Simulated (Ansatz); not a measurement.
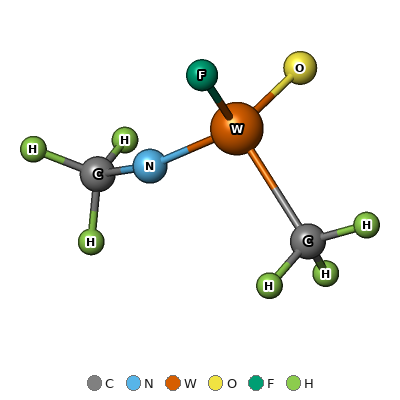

Geometry used (C₂H₆FNOW, SMILES C[N]=[W@@]([CH3])(=[O])[F], singlet).

Kohn-Sham orbital energies near the frontier, CAM-B3LYP/def2-TZVPP with the Ansatz code, at a PBE0-D4/def2-TZVP geometry (a minimum by its frequencies), isolated molecule; empty levels in grey, levels within 0.03 eV side by side.

> Where do the frontier orbitals lie?

HOMO at −9.06 eV, LUMO at −0.65 eV, 8.41 eV apart.

> How far below the HOMO does the next level lie?

0.47 eV.

> List the levels.

```
orbital  energy (eV)
 LUMO+3         1.24
 LUMO+2         0.69
 LUMO+1         0.22
   LUMO        −0.65
   HOMO        −9.06
 HOMO−1        −9.53
 HOMO−2       −10.80
 HOMO−3       −11.42
 HOMO−4       −11.70
 HOMO−5       −12.21
 HOMO−6       −13.24
 HOMO−7       −13.49
 HOMO−8       −13.88
 HOMO−9       −14.16
```

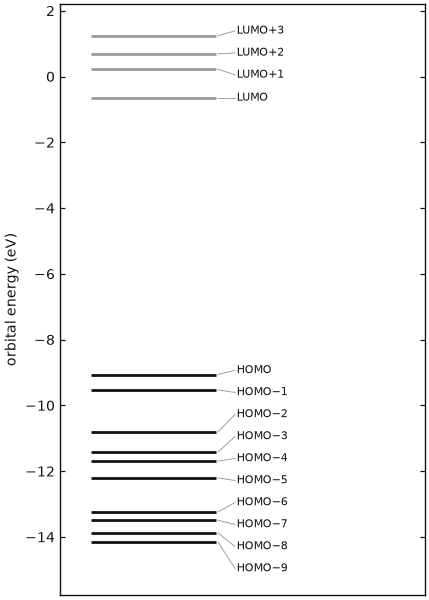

Known limits of this run: core potentials past krypton; spin-orbit coupling is left out, and with W it can shift these levels and split any degenerate set; empty levels above zero depend strongly on the basis.
